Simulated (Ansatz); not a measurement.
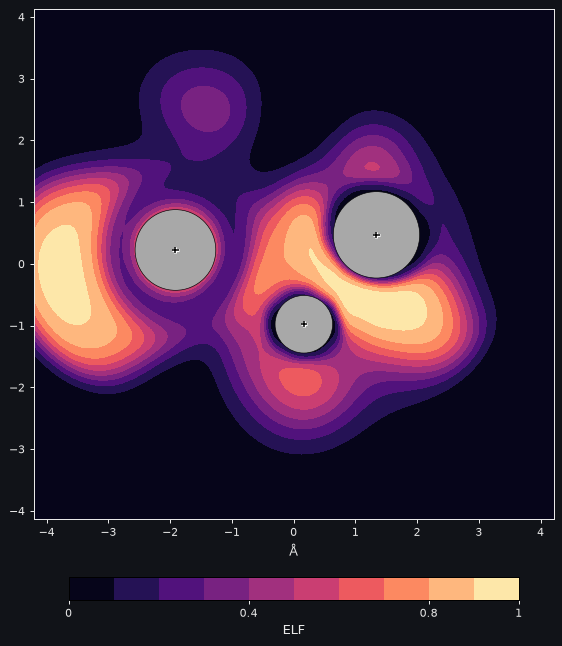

The ELF on a plane through atoms (crosses mark nuclei in the plane; grey discs cover the cores).

Level of theory: Ansatz 0.2.0, isolated molecule in a Gaussian basis; Kohn-Sham density functional theory, functional PBE0.

Candidates:
A. AlClFH$_{5}$SiSn
B. BClFH$_{3}$SiSn
C. C$_{2}$H$_{4}$Ga$_{2}$

### Which candidate gave the map?

Candidate B: BClFH$_{3}$SiSn on the plane of atoms Si4, B1 and Sn5, which holds B, Si and Sn. Si–B (1.87 Å): the ELF peaks at about 0.95 between the atoms, as expected for localised, covalent bonding. Sn–B (2.40 Å): the ELF peaks at about 0.70 in the valence shell of B, 0.9 Å from its nucleus, and is about 0.45 at the midpoint.
